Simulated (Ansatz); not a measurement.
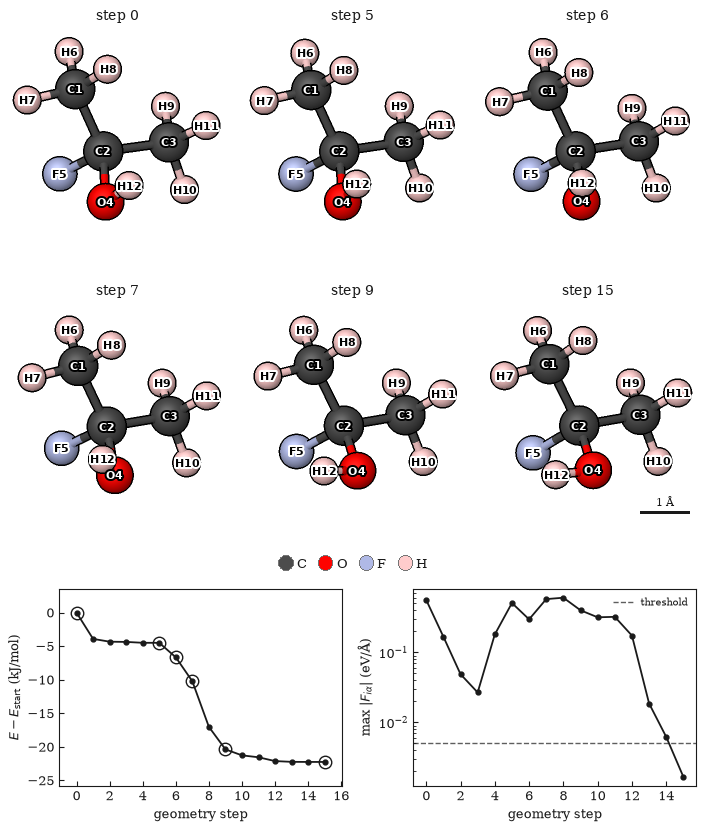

Frames of a relaxation of C₃H₇FO, marked on the history of the run. The picture is a ball-and-stick view, seen from a free direction.

The start comes from PBE-D4/def2-SVP.

Method: Ansatz 0.2.0, RKS PBE0-D4/def2-TZVP. (force threshold 0.005 eV/Å; at most 150 steps)

Question: Describe the path.

Answer: H12 moves most after the best rigid fit: 0.95 Å. Largest moves by element: H 0.95 Å, O 0.40 Å, F 0.19 Å, C 0.14 Å. Near-neighbour distances that change, for instance: C2–O4 1.411 → 1.382 Å, C1–H6 1.107 → 1.090 Å, C1–C2 1.528 → 1.513 Å, C2–F5 1.388 → 1.401 Å. Bond angles that change, for instance: O4–C2–F5 104.1° → 108.1°, C3–C2–O4 111.4° → 107.7°. Groups turn about C2–O4 by about 100°. Over 15 geometry steps the energy falls by 22.2 kJ/mol. The largest force component goes from 0.56 to 0.0017 eV/Å. Cost: 49 s on 4 threads of Arm Neoverse V1, on a shared host. From step 0 to 5: H12 moves most (0.17 Å), energy −4.50 kJ/mol. From step 5 to 6: H12 moves most (0.20 Å), energy −2.15 kJ/mol. From step 6 to 7: H12 moves most (0.20 Å), energy −3.57 kJ/mol. From step 7 to 9: H12 moves most (0.38 Å), energy −10.1 kJ/mol. From step 9 to 15: H12 moves most (0.13 Å), energy −1.88 kJ/mol.
